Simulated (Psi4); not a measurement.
**C8H20O4W (SMILES CC[O][W]([O]CC)([O]CC)[O]CC) at UHF/def2-TZVP (density fitting, core potential)**

Aim: the energy change on altering one bond length of C8H20O4W at UHF/def2-TZVP (density fitting, core potential), from 2 runs. 

The calculation is run with Psi4 1.11.

1 further run of the same task is left out (set aside as unsound or not needed).

## 1. The molecule

C8H20O4W has 33 atoms, charge 0, and is taken as a triplet. As SMILES, `CC[O][W]([O]CC)([O]CC)[O]CC`. The shape comes from GFN2-xTB, which is rough for such elements, and wasn't checked as a minimum. This is one conformer, not always the lowest.

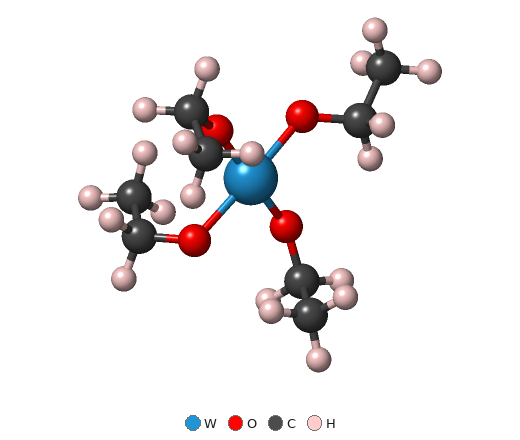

The structure, seen from a chosen angle (tungsten blue, oxygen red, carbon dark grey, hydrogen pink).

## 2. A single-point energy at UHF/def2-TZVP (density fitting, core potential)

File input.json:

```json
{
  "schema_name": "qcschema_input",
  "schema_version": 1,
  "molecule": {
    "schema_name": "qcschema_molecule",
    "schema_version": 2,
    "symbols": ["W", "O", "C", "C", "H", "H", "H", "H", "H", "O", "C", "C", "H", "H", "H", "H", "H", "O", "C", "C", "H", "H", "H", "H", "H", "O", "C", "C", "H", "H", "H", "H", "H"],
    "geometry": [-0.01848152, -0.22304437, -0.27191269, -1.9264624, 2.56494417, -0.22529315, -2.36733551, 5.00830335, 0.59513145, -1.29240259, 5.27573739, 3.26771441, -4.41428684, 5.41892194, 0.57530822, -1.41383639, 6.34777903, -0.68899415, -1.42950222, 7.21219645, 3.94034353, 0.68786031, 4.68754124, 3.20905732, -2.32642293, 4.02940632, 4.54395985, 3.10582158, 1.96102549, 0.32136682, 4.80527118, 2.26362734, -1.64417511, 3.62916233, 1.74009761, -4.25929151, 6.44538338, 0.98921493, -1.3779505, 5.53232441, 4.22387804, -1.62127163, 4.97370247, 2.16689226, -5.76096237, 1.95565867, 2.94646097, -4.50062843, 3.07715443, -0.26879464, -4.4035154, 1.88067434, -2.9966521, -0.20019759, 3.7018412, -4.67958549, 0.60696113, 4.45174122, -3.96651624, 3.31015766, 5.36353407, -4.57037822, -0.65080278, 2.95239471, -6.62645694, 0.54180338, 5.97102433, -5.16018064, 4.0081469, 2.80185913, -4.1606478, 4.53405769, 5.05184264, -1.99165795, 3.31917166, -3.08665975, -2.2300847, -1.19109438, -5.47517909, -1.9982342, -0.14000981, -7.43246292, -3.54626005, -1.61293794, -6.0622792, 0.01678077, -0.14208851, -5.4537118, -2.66054541, 1.84828443, -9.2935219, -3.34502311, -0.7659249, -6.89358862, -5.52828039, -1.60269562, -7.50115447, -2.90044614, -3.56171801],
    "molecular_charge": 0,
    "molecular_multiplicity": 3
  },
  "driver": "energy",
  "model": {
    "method": "scf",
    "basis": "def2-TZVP"
  },
  "keywords": {
    "reference": "uhf"
  }
}
```

Launch:

```
$ psi4 --qcschema input.json -n 1 --memory 3300MB
```

stdout:

```text
[...]
    !!!  WARNING: ECP capability is in beta. Please check occupations closely.  !!!
[...]
  Running in c1 symmetry.
[...]
  Nuclear repulsion = 1015.143840938830976
[...]
  Multiplicity = 3
[...]
  Nalpha       = 58
  Nbeta        = 56
[...]
    Number of basis functions: 532
[...]
   @DF-UHF iter   1:  -679.98015138578876   -1.63198e+00   2.23689e-03 DIIS/ADIIS
[...]
   @DF-UHF iter  14:  -680.74486346601373   -4.03336e-07   3.81022e-07 DIIS
[...]
   @S^2 Observed:                2.018522955E+00
[...]
    Orbital Energies [Eh]
    ---------------------
    Alpha Occupied:
       1A    -20.570506     2A    -20.564841     3A    -20.496374
       4A    -20.495289     5A    -11.292758     6A    -11.288050
       7A    -11.260648     8A    -11.249958     9A    -11.220925
      10A    -11.220444    11A    -11.213664    12A    -11.190431
      13A     -3.546815    14A     -2.061689    15A     -2.041014
      16A     -2.033835    17A     -1.381097    18A     -1.333104
      19A     -1.296590    20A     -1.280245    21A     -1.022062
      22A     -1.003450    23A     -0.995349    24A     -0.975041
      25A     -0.875241    26A     -0.837467    27A     -0.820015
      28A     -0.802066    29A     -0.704690    30A     -0.681734
      31A     -0.663045    32A     -0.659782    33A     -0.633506
      34A     -0.628504    35A     -0.622216    36A     -0.618182
[...]
  @DF-UHF Final Energy:  -680.74486346601373
   => Energetics <=
    Nuclear Repulsion Energy =           1015.1438409388309765
    One-Electron Energy =               -2972.1777300542671583
    Two-Electron Energy =                1276.2890256494224559
    Total Energy =                       -680.7448634660136122
  UHF NO Occupations:
  HONO-2 :   56  A 1.9959128
  HONO-1 :   57  A 1.0000000
[...]
 Multipole Moments:
 ------------------------------------------------------------------------------------
     Multipole            Electronic (a.u.)      Nuclear  (a.u.)        Total (a.u.)
 ------------------------------------------------------------------------------------
 L = 1.  Multiply by 2.5417464519 to convert [e a0] to [Debye]
 Dipole X            :         -0.3060256            0.7890853            0.4830597
 Dipole Y            :         -8.1780808            8.4112755            0.2331947
 Dipole Z            :         -8.9778221            9.2447246            0.2669024
 Magnitude           :                                                    0.5991355
[...]
```

The result, in JSON:

```text
{
 "driver": "energy",
 "model": {
  "method": "scf",
  "basis": "def2-TZVP"
 },
 "success": true,
 "return_result": -680.7448634660137,
 "properties": {
  "calcinfo_nbasis": 532,
  "calcinfo_nmo": 532,
  "calcinfo_nalpha": 58,
  "calcinfo_nbeta": 56,
  "calcinfo_natom": 33,
  "nuclear_repulsion_energy": 1015.143840938831,
  "return_energy": -680.7448634660137,
  "scf_one_electron_energy": -2972.177730054267,
  "scf_two_electron_energy": 1276.2890256494225,
  "scf_dipole_moment": [0.4830597094915355, 0.2331947273628696, 0.2669024328000198],
  "scf_total_energy": -680.7448634660137,
  "scf_iterations": 14
 }
}
```

Wall time 4.9 min (1 thread of Intel Xeon Platinum 8488C (Sapphire Rapids), shared host); peak memory 2.5 GiB.

## 3. The distorted shape

File calc.in:

```
memory 3300 MB

molecule mol {
  0 3
  W
  O 1 R2
  C 2 R3 1 A3
  C 3 R4 2 A4 1 D4
  H 3 R5 2 A5 1 D5
  H 3 R6 5 A6 2 D6
  H 4 R7 3 A7 6 D7
  H 4 R8 7 A8 3 D8
  H 4 R9 7 A9 8 D9
  O 1 R10 2 A10 3 D10
  C 10 R11 1 A11 2 D11
  C 11 R12 10 A12 1 D12
  H 11 R13 10 A13 1 D13
  H 11 R14 13 A14 10 D14
  H 12 R15 11 A15 14 D15
  H 12 R16 15 A16 11 D16
  H 12 R17 15 A17 16 D17
  O 1 R18 10 A18 11 D18
  C 18 R19 1 A19 10 D19
  C 19 R20 18 A20 1 D20
  H 19 R21 18 A21 1 D21
  H 19 R22 21 A22 18 D22
  H 20 R23 19 A23 21 D23
  H 20 R24 23 A24 19 D24
  H 20 R25 23 A25 24 D25
  O 1 R26 18 A26 19 D26
  C 26 R27 1 A27 18 D27
  C 27 R28 26 A28 1 D28
  H 27 R29 26 A29 1 D29
  H 27 R30 29 A30 26 D30
  H 28 R31 27 A31 30 D31
  H 28 R32 31 A32 27 D32
  H 28 R33 32 A33 31 D33

  R2 = 1.787918
  R3 = 1.383722
  A3 = 150.5278
  R4 = 1.530933
  A4 = 108.27497
  D4 = -32.5511
  R5 = 1.104829
  A5 = 110.24881
  D5 = -153.89437
  R6 = 1.103983
  A6 = 108.41988
  D6 = 119.55929
  R7 = 1.087211
  A7 = 111.39365
  D7 = 55.42843
  R8 = 1.0936
  A8 = 109.96813
  D8 = 119.28526
  R9 = 1.091099
  A9 = 109.48845
  D9 = 119.77474
  R10 = 2.041514
  A10 = 89.31554
  D10 = -28.99434
  R11 = 1.384287
  A11 = 118.42838
  D11 = -109.08146
  R12 = 1.542454
  A12 = 113.02991
  D12 = 21.5673
  R13 = 1.108114
  A13 = 110.05395
  D13 = -100.18406
  R14 = 1.106438
  A14 = 107.2673
  D14 = 118.49136
  R15 = 1.090279
  A15 = 110.69483
  D15 = 53.64052
  R16 = 1.099132
  A16 = 108.71097
  D16 = 119.65511
  R17 = 1.105102
  A17 = 108.7494
  D17 = 119.43957
  R18 = 1.779235
  A18 = 90.36074
  D18 = 72.90526
  R19 = 1.379968
  A19 = 158.97704
  D19 = 44.99448
  R20 = 1.5317
  A20 = 108.12015
  D20 = 16.2841
  R21 = 1.104336
  A21 = 109.61844
  D21 = -103.75193
  R22 = 1.104476
  A22 = 108.41588
  D22 = 120.0566
  R23 = 1.087101
  A23 = 111.45494
  D23 = -56.73572
  R24 = 1.3103
  A24 = 109.58104
  D24 = 120.5865
  R25 = 1.092244
  A25 = 109.84284
  D25 = 119.29657
  R26 = 2.00018
  A26 = 91.47047
  D26 = -140.19945
  R27 = 1.386359
  A27 = 126.54847
  D27 = 134.6245
  R28 = 1.533415
  A28 = 111.38322
  D28 = 170.80567
  R29 = 1.110639
  A29 = 109.85247
  D29 = 50.09673
  R30 = 1.109056
  A30 = 107.89089
  D30 = 120.0072
  R31 = 1.087259
  A31 = 110.48424
  D31 = 58.55326
  R32 = 1.086927
  A32 = 109.27449
  D32 = 120.68646
  R33 = 1.08701
  A33 = 108.47445
  D33 = -119.04156
}

set globals {
  basis def2-TZVP
  reference uhf
}

energy_value, wavefunction = energy('hf', return_wfn=True)
print_variables()
```

Launch:

```
$ psi4 -i calc.in -o calc.out -n 1
```

calc.out:

```text
[...]
    !!!  WARNING: ECP capability is in beta. Please check occupations closely.  !!!
[...]
  Running in c1 symmetry.
[...]
  Nuclear repulsion = 1014.359656215015207
[...]
  Multiplicity = 3
[...]
  Nalpha       = 58
  Nbeta        = 56
[...]
    Number of basis functions: 532
[...]
   @DF-UHF iter   1:  -679.95058523542389   -1.64788e+00   2.22510e-03 DIIS/ADIIS
[...]
   @DF-UHF iter  17:  -680.72250866046454   -2.96825e-07   2.49246e-07 DIIS
[...]
   @S^2 Observed:                2.018273861E+00
[...]
    Orbital Energies [Eh]
    ---------------------
    Alpha Occupied:
       1A    -20.570680     2A    -20.564859     3A    -20.496767
       4A    -20.495174     5A    -11.296008     6A    -11.288004
       7A    -11.261182     8A    -11.249755     9A    -11.246074
      10A    -11.221295    11A    -11.213524    12A    -11.190286
      13A     -3.546864    14A     -2.061728    15A     -2.041045
      16A     -2.033894    17A     -1.381429    18A     -1.333411
      19A     -1.296802    20A     -1.280307    21A     -1.019324
      22A     -1.000501    23A     -0.995746    24A     -0.974882
      25A     -0.870681    26A     -0.833947    27A     -0.820423
      28A     -0.801941    29A     -0.704375    30A     -0.680887
      31A     -0.661966    32A     -0.660195    33A     -0.633589
      34A     -0.628371    35A     -0.622962    36A     -0.618077
[...]
  @DF-UHF Final Energy:  -680.72250866046454
   => Energetics <=
    Nuclear Repulsion Energy =           1014.3596562150152067
    One-Electron Energy =               -2970.5973821660995782
    Two-Electron Energy =                1275.5152172906200576
    Total Energy =                       -680.7225086604644275
  UHF NO Occupations:
  HONO-2 :   56  A 1.9959910
  HONO-1 :   57  A 1.0000000
[...]
 Multipole Moments:
 ------------------------------------------------------------------------------------
     Multipole            Electronic (a.u.)      Nuclear  (a.u.)        Total (a.u.)
 ------------------------------------------------------------------------------------
 L = 1.  Multiply by 2.5417464519 to convert [e a0] to [Debye]
 Dipole X            :          4.3677339           -4.1716544            0.1960795
 Dipole Y            :          9.2371337           -9.8237989           -0.5866652
 Dipole Z            :         -6.8367231            6.7306267           -0.1060963
 Magnitude           :                                                    0.6275983
[...]
```

Run time: 6.1 min. Hardware: 1 thread of Intel Xeon Platinum 8488C (Sapphire Rapids), shared host; peak memory 2.5 GiB.

## 4. Outcome

At UHF/def2-TZVP (density fitting, core potential):

```
                                                           quantity          value
                                          first shape: total energy  -680.74486 Eh
                                         first shape: dipole moment         1.52 D
                    first shape: HOMO energy (highest over α and β)       -9.36 eV
                     first shape: LUMO energy (lowest over α and β)        1.68 eV
                                                  first shape: ⟨S²⟩          2.019
                                      distorted shape: total energy  -680.72251 Eh
                                     distorted shape: dipole moment         1.60 D
                distorted shape: HOMO energy (highest over α and β)       -9.36 eV
                 distorted shape: LUMO energy (lowest over α and β)        1.70 eV
                                              distorted shape: ⟨S²⟩          2.018
energy change with the C20–H24 bond stretched from 1.092 to 1.310 Å       0.608 eV
```

With the C20–H24 bond stretched from 1.092 to 1.310 Å the energy rises by 0.61 eV (14.0 kcal/mol). The first shape isn't relaxed at this level, so the change isn't measured from a minimum.
